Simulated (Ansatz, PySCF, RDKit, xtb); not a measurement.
# BGeNH8O: from the formula to a structure, part 1 of 2

Only the formula BGeNH8O is given. Aim: find the structure of lowest free energy at 298.15 K, then its properties.

Plan: many cheap relaxations first (GFN2-xTB), then density-functional screening, relaxation at B3LYP-D3(BJ)/def2-SVP, vibrations and a final energy. The numbers are computed, not measured.

7 further runs of the same task are left out: 7 set aside as unsound or not needed.

**1. Candidates**

A program enumerates the bonding patterns with one Lewis structure each (two rings at most, one unusual centre or charged pair), with their diastereomers. O–O, O–halogen and N–halogen bonds and N–N–N chains are not drawn. That gives 16 candidates.

c024 O[BH2-][NH2+][GeH3]; c047 [NH3+][BH2-][O][GeH3]; c120 [BH3-][NH2+][O][GeH3]; c303 N[B@H-]([OH2+])[GeH3]; c308 [NH3+][BH2-][GeH2][OH]; c357 [BH3-][N@H+](O)[GeH3]; c378 [BH3-][NH2+][GeH2][OH]; c417 N[BH2-][OH+][GeH3]; c453 O[NH2+][BH2-][GeH3]; c542 [BH3-][OH+][NH][GeH3]; c647 [BH3-][OH+][GeH2][NH2]; c664 [NH3+][B@H-](O)[GeH3]; c710 [OH2+][BH2-][NH][GeH3]; c806 N[OH+][BH2-][GeH3]; c807 [BH3-][O+](N)[GeH3]; c855 [NH2][GeH2][BH2-][OH2+].

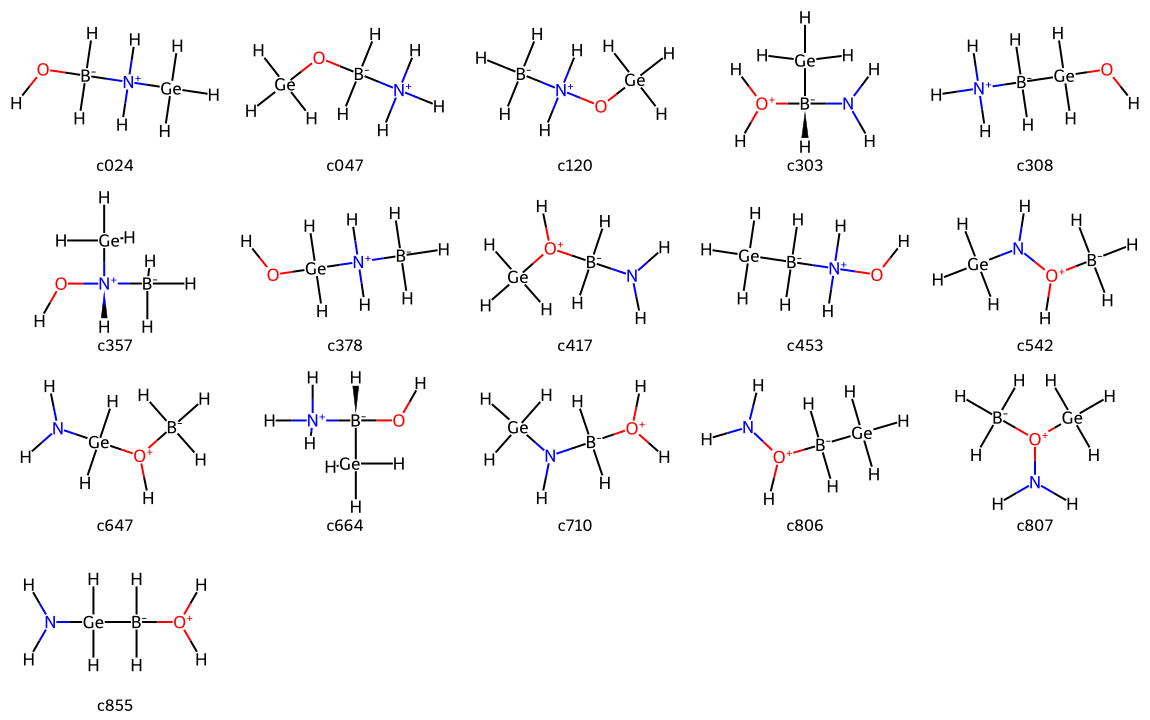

Structural formulas of the candidates.

Candidates are built by distance geometry, with a force field where one applies, in up to four conformers (letters a to d). 1 start with atoms placed at random is added, to find patterns that the rules miss.

**2. Search with GFN2-xTB**

All 42 starts are relaxed the same way. One of them, c710b (enumerated, embedded by distance geometry and UFF), in full:

The input, start.xyz:

```xyz
12
c710b
B      0.163101    -0.433508     0.870752
Ge    -1.511421     0.447575    -1.122136
N      0.211731     0.474945    -0.373590
O     -0.617875     0.251503     1.956260
H     -0.078093     1.034157     2.260229
H     -0.558281    -0.368029     2.730818
H     -0.312003    -1.494916     0.625756
H      1.287059    -0.543474     1.276832
H      0.846840     0.055144    -1.096456
H     -1.873546    -1.025413    -1.522448
H     -1.501589     1.321340    -2.465739
H     -2.504215     1.025967    -0.222364
```

On the command line:

```
$ xtb start.xyz --gfn 2 --opt
```

Log, shortened:

```text
* xtb version 6.7.1
[...]
          :  # basis functions                  30          :
[...]
          :  # electrons                        26          :
[...]
          :  Hamiltonian                  GFN2-xTB          :
[...]
          :  net charge                          0          :
          :  unpaired electrons                  0          :
[...]
   *** convergence criteria satisfied after 12 iterations ***
[...]
   *** GEOMETRY OPTIMIZATION CONVERGED AFTER 78 ITERATIONS ***
[...]
   *** convergence criteria satisfied after 3 iterations ***
[...]
         ::                     SUMMARY                     ::
         :::::::::::::::::::::::::::::::::::::::::::::::::::::
         :: total energy             -14.248705334627 Eh    ::
         :: gradient norm              0.000999391072 Eh/a0 ::
         :: HOMO-LUMO gap              5.745502092212 eV    ::
         ::.................................................::
         :: SCC energy               -14.371699077580 Eh    ::
         :: -> isotropic ES            0.053724936248 Eh    ::
         :: -> anisotropic ES          0.005777051967 Eh    ::
         :: -> anisotropic XC          0.001995106550 Eh    ::
         :: -> dispersion             -0.006219658460 Eh    ::
         :: repulsion energy           0.122993742952 Eh    ::
         :: add. restraining           0.000000000000 Eh    ::
         :: total charge              -0.000000000000 e     ::
         :::::::::::::::::::::::::::::::::::::::::::::::::::::
[...]
        13        2.0000           -0.3992185             -10.8633 (HOMO)
        14                         -0.1880752              -5.1178 (LUMO)
[...]
          | TOTAL ENERGY              -14.248705334627 Eh   |
          | GRADIENT NORM               0.000999391072 Eh/α |
          | HOMO-LUMO GAP               5.745502092212 eV   |
           -------------------------------------------------
[...]
```

Run time: 0.24 s. Hardware: 2 threads of Arm Neoverse V1, shared host.

**3. What the search left**

42 of the 42 relaxations converged; 4 ended on a minimum already found. 38 distinct structures remain, the lowest 22 here:

| label | start | SMILES after | spin | energy (kcal/mol) | note |
| --- | --- | --- | --- | --- | --- |
| c047b | drawn | [NH3+][BH2-][O][GeH3] | singlet | 0.0 |  |
| c047a | drawn | [NH3+][BH2-][O][GeH3] | singlet | 0.0 |  |
| c024c | drawn | O[BH2-][NH2+][GeH3] | singlet | 4.0 |  |
| c417a | drawn | BN.[OH][GeH3] | singlet | 4.8 | fell apart |
| c417d | drawn | BN.[OH][GeH3] | singlet | 4.9 | fell apart |
| c417b | drawn | BN.[OH][GeH3] | singlet | 4.9 | fell apart |
| c417c | drawn | [BH2]1[NH2][GeH3][OH]1 ‡ | singlet | 7.5 | bonds changed |
| c479 | random and drawn | [BH3-][NH2+][GeH2][OH] | singlet | 11.7 |  |
| c308a | drawn | [NH3+][BH2-][GeH2][OH] | singlet | 12.0 |  |
| c378a | drawn | [BH3-][NH2+][GeH2][OH] | singlet | 13.6 |  |
| c710b | drawn | B[NH][GeH3].O | singlet | 14.7 | fell apart |
| c710a | drawn | B[NH][GeH3].O | singlet | 14.9 | fell apart |
| c855b | drawn | [BH2][OH].[NH3][GeH2] ‡ | singlet | 15.0 | fell apart |
| c024a | drawn | O[BH2-][NH2+][GeH3] | singlet | 16.9 |  |
| c647a | drawn | [BH3-][OH+][GeH2][NH2] | singlet | 18.5 |  |
| c647b | drawn | [BH3-][OH+][GeH2][NH2] | singlet | 18.7 |  |
| c308b | drawn | [NH3+][BH2-][GeH2][OH] | singlet | 19.4 |  |
| c664a | drawn | [NH3+][B@H-](O)[GeH3] | singlet | 21.9 |  |
| c303a | drawn | N[BH][GeH3].O | singlet | 26.0 | fell apart |
| c855c | drawn | [NH2][GeH2][BH2-][OH2+] | singlet | 41.2 |  |
| c855d | drawn | [NH2][GeH2][BH2-][OH2+] | singlet | 41.8 |  |
| c855a | drawn | [NH2][GeH2][BH2-][OH2+] | singlet | 43.3 |  |

‡ marks the bonded skeleton alone, with all bonds drawn single: no Lewis structure was assigned that passes a check against the bond lengths.

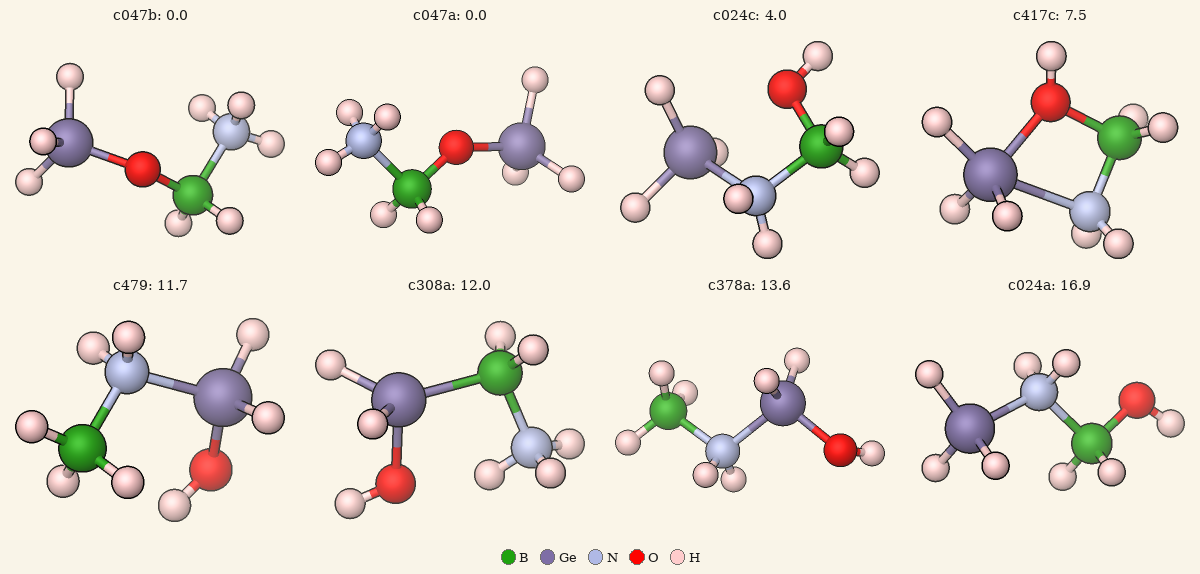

The 8 lowest minima that did not fall apart, with their GFN2-xTB energies in kcal/mol.

**4. Screening with a density functional**

A choice of the minima (the low ones first, few conformers of a pattern, up to a cap) and the lowest that fell apart get a single point at r2SCAN-D4/def2-SVP on the tight-binding geometry, and one at HF/STO-3G for comparison. The lowest singlets are also tried as triplets at the same geometry (label ending in t). The first, c047b:

The input, input.yaml:

```yaml
crystal:
  periodic: [false, false, false]
  atoms:
    - {symbol: B, position_ang: [0.760454, 0.386059, 0.157466]}
    - {symbol: Ge, position_ang: [-1.411424, 0.193662, -1.823300]}
    - {symbol: "N", position_ang: [-0.096497, 0.299325, 1.614142]}
    - {symbol: O, position_ang: [-0.126871, -0.215695, -0.798092]}
    - {symbol: H, position_ang: [-0.927915, 0.872776, 1.518128]}
    - {symbol: H, position_ang: [-0.364807, -0.672793, 1.723959]}
    - {symbol: H, position_ang: [0.469999, 0.609343, 2.395013]}
    - {symbol: H, position_ang: [1.717791, -0.296769, 0.339298]}
    - {symbol: H, position_ang: [0.987872, 1.547100, 0.011618]}
    - {symbol: H, position_ang: [-1.233784, 1.505270, -2.543427]}
    - {symbol: H, position_ang: [-2.701687, 0.280787, -1.018937]}
    - {symbol: H, position_ang: [-1.502496, -0.954412, -2.777861]}
basis:
  gaussian: {orbitals: def2-SVP}
hamiltonian: {xc: {name: r2SCAN}, dispersion: d4}
scf: {lower_state_search: off}
```

On the command line:

```
$ ansatz run input.yaml --threads 2 --pin off --max-ram 4350MiB --events-out events.jsonl --progress --plain --runs-dir runs
```

Log, shortened:

```text
Warning: RAYON_NUM_THREADS=2 ignored (pool sized by the plan → 2); use --threads N
Functional definition: r2SCAN
  name "r2SCAN"
[...]
1284 factors; their error is unknown
[...]
mean field -60850.28081467 eV, -2236.2065741376 hartree, gradient 2.9e-6 eV, S^2 0.000000; 0 other end points of the search recorded, 0 dependent functions left out
reference -60850.28082621 eV, -2236.2065745615 hartree; 30, 30 occupied and 84, 84 virtual orbitals, 1284 factors
Total energy: -60850.33285849 eV, -2236.2084867126 hartree
Checks for a lower state left out: stability, starts, cluster_reference, orbital_swaps, neighbouring_geometries, increment
```

Wall time 2.4 s (2 threads of Arm Neoverse V1, shared host).

Relative energies in kcal/mol, each column from its lowest structure that stays in one piece:

```csv
label,SMILES,spin,GFN2-xTB,HF/STO-3G,r2SCAN-D4/def2-SVP
c047a,[NH3+][BH2-][O][GeH3],singlet,0.0,12.0,0.0
c047b,[NH3+][BH2-][O][GeH3],singlet,0.0,12.6,0.7
c664a,[NH3+][B@H-](O)[GeH3],singlet,21.9,27.0,4.6
c024c,O[BH2-][NH2+][GeH3],singlet,4.0,1.5,5.2
c024a,O[BH2-][NH2+][GeH3],singlet,16.9,7.2,6.9
c308a,[NH3+][BH2-][GeH2][OH],singlet,12.0,39.3,9.1
c417c,[BH2]1[NH2][GeH3][OH]1 ‡,singlet,7.5,0.0,9.7
c417a,BN.[OH][GeH3],singlet,4.8,33.5,13.2
c479,[BH3-][NH2+][GeH2][OH],singlet,11.7,18.7,14.9
c378a,[BH3-][NH2+][GeH2][OH],singlet,13.6,20.7,17.0
c308b,[NH3+][BH2-][GeH2][OH],singlet,19.4,42.9,17.3
c647b,[BH3-][OH+][GeH2][NH2],singlet,18.7,19.0,27.3
c647a,[BH3-][OH+][GeH2][NH2],singlet,18.5,19.0,30.0
c047at,[NH3+][BH2-][O][GeH3],triplet,–,–,138.6
c664at,[NH3+][B@H-](O)[GeH3],triplet,–,–,139.4
```

‡ marks the bonded skeleton alone, with all bonds drawn single: no Lewis structure was assigned that passes a check against the bond lengths.

**5. Refinement at B3LYP-D3(BJ)/def2-SVP**

6 candidates are relaxed at B3LYP-D3(BJ)/def2-SVP (chosen among the lowest in one piece). The first, c047a:

The input, input.yaml:

```yaml
crystal:
  periodic: [false, false, false]
  atoms:
    - {symbol: B, position_ang: [1.573232, 0.695494, 2.385175]}
    - {symbol: Ge, position_ang: [1.293588, 2.397065, -0.013616]}
    - {symbol: N, position_ang: [0.368120, -0.374635, 2.842011]}
    - {symbol: O, position_ang: [0.978021, 1.266409, 1.198409]}
    - {symbol: H, position_ang: [-0.472380, 0.175974, 2.982210]}
    - {symbol: H, position_ang: [0.228244, -1.006649, 2.060761]}
    - {symbol: H, position_ang: [0.616571, -0.882868, 3.682656]}
    - {symbol: H, position_ang: [2.532747, 0.016529, 2.185343]}
    - {symbol: H, position_ang: [1.682222, 1.450628, 3.301387]}
    - {symbol: H, position_ang: [0.048372, 2.313721, -0.853909]}
    - {symbol: H, position_ang: [1.469523, 3.792175, 0.532148]}
    - {symbol: H, position_ang: [2.506824, 2.037603, -0.835863]}
basis:
  gaussian: {orbitals: def2-SVP}
hamiltonian: {xc: {name: B3LYP}, dispersion: d3bj}
scf: {lower_state_search: off}
relax: {f_tol: 0.003}
```

On the command line:

```
$ ansatz run input.yaml --threads 2 --pin off --max-ram 4350MiB --events-out events.jsonl --progress --plain --runs-dir runs
```

Log, shortened:

```text
Warning: RAYON_NUM_THREADS=2 ignored (pool sized by the plan → 2); use --threads N
[...]
Functional definition: B3LYP
  name "B3LYP"
[...]
1241 factors; integrals over basis functions are off by at most 4.2e-4 eV
[...]
mean field -60854.43151433 eV, -2236.3591095364 hartree, gradient 5.2e-6 eV, S^2 0.000000; 0 other end points of the search recorded, 0 dependent functions left out
[...]
Atom 8 at     1.606641     1.550970     3.158071 Å, force     0.000672     0.000543     0.001277 eV/Å
Atom 9 at     0.180149     2.569324    -1.081513 Å, force    -0.000408    -0.000003    -0.000326 eV/Å
Atom 10 at     1.532876     3.741988     0.714600 Å, force     0.000197     0.000361     0.000131 eV/Å
Atom 11 at     2.604107     1.932390    -0.694581 Å, force     0.000412     0.000001    -0.000109 eV/Å
Dipole moment:    -0.552006    -0.689039     0.465023 e Å
Checks for a lower state left out: stability, starts, cluster_reference, orbital_swaps, neighbouring_geometries, increment
```

It took 25 s on 2 threads of Arm Neoverse V1, shared host.

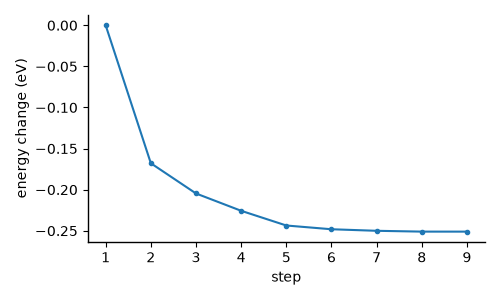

Energy along the run, all evaluated steps.

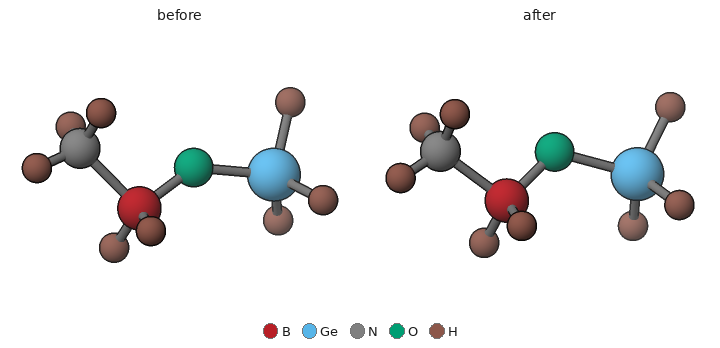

Before and after, at one scale.

After the run. Bond lengths: B1–N3 1.657 Å, B1–O4 1.442 Å, Ge2–O4 1.772 Å, N3–H5 1.023 Å, N3–H6 1.023 Å, N3–H7 1.022 Å, B1–H8 1.234 Å, B1–H9 1.234 Å, Ge2–H10 1.543 Å, Ge2–H11 1.548 Å, Ge2–H12 1.548 Å. Some angles: N3–B1–O4 101.6°, B1–O4–Ge2 123.4°, B1–N3–H5 109.3°, B1–N3–H6 109.3°, B1–N3–H7 112.5°, N3–B1–H8 104.0°, N3–B1–H9 104.0°, O4–B1–H8 116.0°, O4–B1–H9 116.0°, O4–Ge2–H10 105.8°.

**6. The relaxed candidates**

```
label     spin  r2SCAN-D4/def2-SVP (kcal/mol)  B3LYP-D3(BJ)/def2-SVP, relaxed (kcal/mol)     time                   note
c047b  singlet                            0.7                                        0.0  2.4 min  same minimum as c047a
c047a  singlet                            0.0                                        0.0     25 s                       
c024c  singlet                            5.2                                        6.7     47 s                       
c664a  singlet                            4.6                                        7.2     45 s                       
c024a  singlet                            6.9                                        8.7     84 s                       
c308a  singlet                            9.1                                       12.1     35 s
```

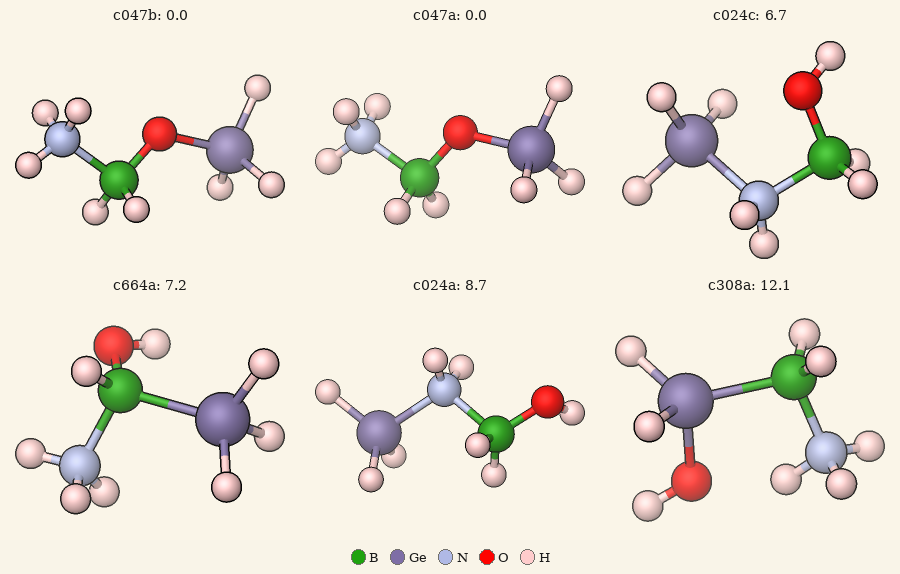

The relaxed structures, with energies at B3LYP-D3(BJ)/def2-SVP in kcal/mol.

**7. Harmonic analysis of the finalists**

The lowest few in one piece go on as finalists (c024a, c308a drop out). Harmonic vibrations at B3LYP-D3(BJ)/def2-SVP test each finalist and give the zero-point energy and the thermal terms. The first, c047a:

The input, input.yaml:

```yaml
crystal:
  periodic: [false, false, false]
  atoms:
    - {symbol: B, position_ang: [1.451050, 0.724140, 2.254747]}
    - {symbol: Ge, position_ang: [1.290746, 2.402999, -0.023651]}
    - {symbol: "N", position_ang: [0.420934, -0.396158, 2.909921]}
    - {symbol: O, position_ang: [0.701057, 1.173203, 1.107328]}
    - {symbol: H, position_ang: [-0.469276, 0.055167, 3.135946]}
    - {symbol: H, position_ang: [0.229779, -1.124871, 2.217322]}
    - {symbol: H, position_ang: [0.799887, -0.829167, 3.754529]}
    - {symbol: H, position_ang: [2.477135, 0.081463, 2.013992]}
    - {symbol: H, position_ang: [1.606641, 1.550970, 3.158071]}
    - {symbol: H, position_ang: [0.180149, 2.569324, -1.081513]}
    - {symbol: H, position_ang: [1.532876, 3.741988, 0.714600]}
    - {symbol: H, position_ang: [2.604107, 1.932390, -0.694581]}
basis:
  gaussian:
    orbitals: def2-SVP
hamiltonian:
  xc: {name: B3LYP}
  dispersion: d3bj
scf:
  lower_state_search: off
phonons: {}
```

On the command line:

```
$ ansatz run input.yaml --threads 2 --pin off --max-ram 4350MiB --events-out events.jsonl --progress --plain --runs-dir runs
```

Log, shortened:

```text
Warning: RAYON_NUM_THREADS=2 ignored (pool sized by the plan → 2); use --threads N
[... 2 set-up lines as earlier in the session ...]
[...]
1240 factors; integrals over basis functions are off by at most 3.5e-4 eV
[...]
mean field -60854.68063115 eV, -2236.3682644108 hartree, gradient 7.3e-6 eV, S^2 0.000000; 0 other end points of the search recorded, 0 dependent functions left out
[...]
Atom 11 at     2.604107     1.932390    -0.694581 Å, force     0.000423     0.000004    -0.000117 eV/Å
Dipole moment:    -0.552006    -0.689039     0.465022 e Å
Vibrations: 21.98 106.47 138.47 181.19 269.87 602.25 628.86 637.03 650.70 667.28 861.08 871.29 880.15 885.82 990.45 1054.98 1076.52 1189.48 1249.20 1279.12 1596.41 1623.47 2101.31 2106.36 2132.63 2371.48 2397.27 3443.73 3556.17 3578.61 cm⁻¹, zero-point energy 2.426967 eV
Checks for a lower state left out: stability, starts, cluster_reference, orbital_swaps, neighbouring_geometries, increment
```

Wall time 2.6 min (2 threads of Arm Neoverse V1, shared host).

**8. Thermal terms of the finalists**

At 298.15 K and 1 atm, ideal gas, rigid rotor and harmonic oscillator:

```csv
label,SMILES,spin,point group,lowest mode (cm⁻¹),zero-point (kcal/mol),G − E (kcal/mol)
c047a,[NH3+][BH2-][O][GeH3],singlet,Cs,22,56.0,35.5
c024c,O[BH2-][NH2+][GeH3],singlet,C1,93,55.8,36.2
c664a,[NH3+][B@H-](O)[GeH3],singlet,C1,74,56.3,36.0
```

Chiral structures get −RT ln 2 for their mirror image.

**9. The final energy**

Single points at CCSD(T)/def2-SVP + MP2/def2-TZVPP - MP2/def2-SVP on the refined geometries decide the order.

c047a, CCSD(T)/def2-SVP:

Edit input.yaml of step 7 so:

```diff
@@ -1 +1,4 @@
+basis:
+  gaussian:
+    orbitals: def2-SVP
 crystal:
@@ -5,3 +8,3 @@
     - {symbol: Ge, position_ang: [1.290746, 2.402999, -0.023651]}
-    - {symbol: "N", position_ang: [0.420934, -0.396158, 2.909921]}
+    - {symbol: N, position_ang: [0.420934, -0.396158, 2.909921]}
     - {symbol: O, position_ang: [0.701057, 1.173203, 1.107328]}
@@ -15,10 +18,7 @@
     - {symbol: H, position_ang: [2.604107, 1.932390, -0.694581]}
-basis:
-  gaussian:
-    orbitals: def2-SVP
-hamiltonian:
-  xc: {name: B3LYP}
-  dispersion: d3bj
-scf:
-  lower_state_search: off
-phonons: {}
+magnetization:
+  spin_polarized: false
+  initial_magnetization: 0
+correlation:
+  method: ccsd_t
+  frozen_orbitals: {B: 1, "N": 1, Ge: 9, O: 1, H: 0}
```

On the command line:

```
$ ansatz run input.yaml --threads 2 --pin off --max-ram 4350MiB --events-out events.jsonl --progress --plain --runs-dir runs
```

Log, shortened:

```text
Warning: RAYON_NUM_THREADS=2 ignored (pool sized by the plan → 2); use --threads N
Functional definition: HF
  name "HF"
[...]
1140 factors; integrals over basis functions are off by at most 1.3e-3 eV
[...]
mean field -60781.87557342 eV, -2233.6927278881 hartree, gradient 8.8e-6 eV, S^2 0.000000; 0 other end points of the search recorded, 0 dependent functions left out
12 core orbitals not correlated: weight in the atoms' cores, before any rotation towards them, 1.000 or more for the frozen orbitals, at most 0.000 for the correlated occupied ones
reference -60781.87557342 eV, -2233.6927278881 hartree; 18, 18 occupied and 84, 84 virtual orbitals, 1140 factors
second order -19.26235467 eV of doubles, -0.00000000 eV of singles
cycle   1  -19.64889438 eV  change   -3.9e-1 eV  update   1.1e-1
[...]
cycle   9  -20.35349600 eV  change   -4.7e-6 eV  update   1.7e-5
perturbative correction -0.51221523 eV, -0.0188235625 hartree
Total energy: -60802.74128464 eV, -2234.4595286324 hartree
```

It took 17 s on 2 threads of Arm Neoverse V1, shared host; peak memory 0.6 GiB.

(Continued in part 2 of 2.)
